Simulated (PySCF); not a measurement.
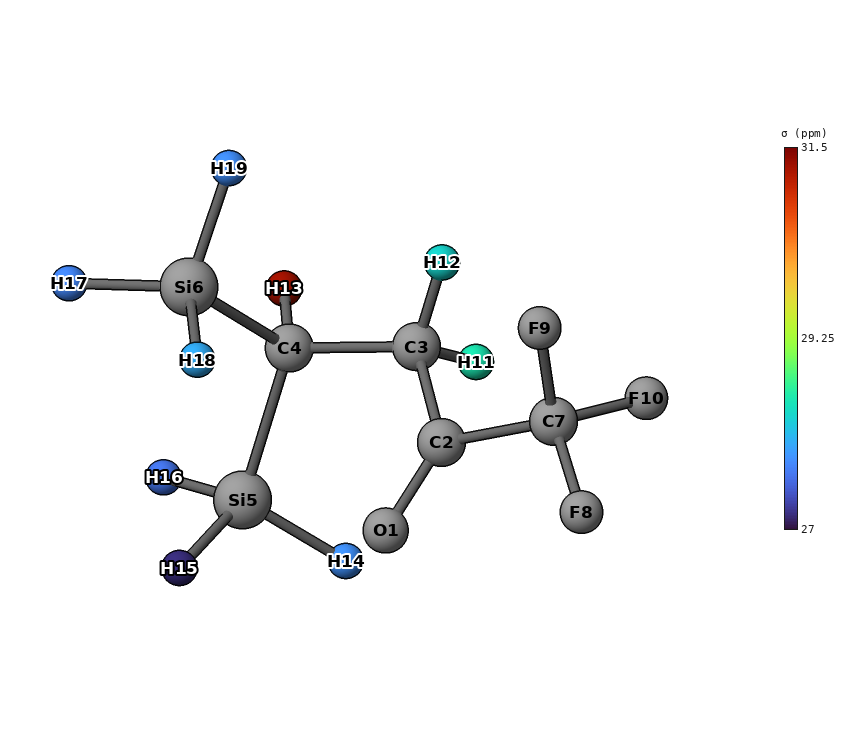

Atoms are coloured by their isotropic NMR shieldings (H only, the others grey). Computed geometry: GFN2-xTB optimisation. No frequency run is at hand to confirm it as a minimum. Method: GIAO PBE0/pcSseg-1 NMR shielding, non-relativistic, gas phase (PySCF 2.14.0).

List the isotropic NMR shieldings of the H atoms.

| atom | σ (ppm) |
| --- | --- |
| H11 | 28.53 |
| H12 | 28.35 |
| H13 | 31.25 |
| H14 | 27.85 |
| H15 | 27.19 |
| H16 | 27.67 |
| H17 | 27.78 |
| H18 | 28.02 |
| H19 | 27.84 |

The geometry is semi-empirical. Around Si such bond lengths and angles can be off by a tenth of an ångström or more and by several degrees, and values that hang on the shape move with them.
